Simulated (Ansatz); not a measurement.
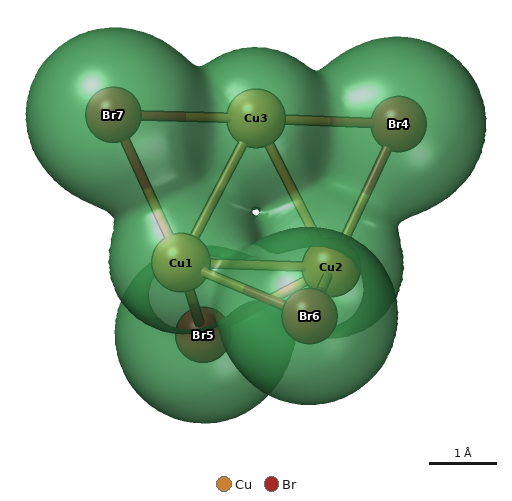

Br$_{4}$Cu$_{3}$ (charge −1). Isosurface of the electron density at 0.2 e/Å³ (green), seen at a tilt.

Geometry: PBE-D4/def2-SVPD.

The calculation used RKS PBE0-D4/def2-SVP in Ansatz.

Input

```
crystal:
  periodic: [false, false, false]
  atoms:
    - {symbol: Cu, position_ang: [1.061998, 0.925997, 0.073075]}
    - {symbol: Cu, position_ang: [-0.203743, -0.826410, -1.125220]}
    - {symbol: Cu, position_ang: [-0.958884, -0.114065, 1.179625]}
    - {symbol: Br, position_ang: [-2.150650, -1.772906, 0.030044]}
    - {symbol: Br, position_ang: [2.142993, -1.248277, -0.438989]}
    - {symbol: Br, position_ang: [-0.142825, 1.486476, -2.022084]}
    - {symbol: Br, position_ang: [0.251100, 1.549194, 2.303550]}
basis:
  gaussian: {orbitals: def2-SVP, initial_orbitals: start.molden}
total_charge: -1
hamiltonian: {xc: pbe0, dispersion: d4}
scf: {omitted_lower_state_checks: [starts]}
output: {orbitals: {seedname: orbitals}}
```

Run with:

```sh
ansatz run in.yaml --threads 4 --pin off --events-out ev --progress --plain --max-ram 4787MiB
```

> What does this surface tell about the bonding?

At this value the surface is in one piece. It bridges the sampled Cu–Br (2.34 Å), Cu–Cu (2.47 Å), Cu–Br (2.45 Å) and Cu–Cu (2.53 Å) contacts, where the density stays above the isovalue. On the grid the lowest density along these lines, outside the cores, is 0.44 e/Å³ (Cu–Br, 2.34 Å), 0.27 e/Å³ (Cu–Cu, 2.47 Å), 0.35 e/Å³ (Cu–Br, 2.45 Å) and 0.24 e/Å³ (Cu–Cu, 2.53 Å).
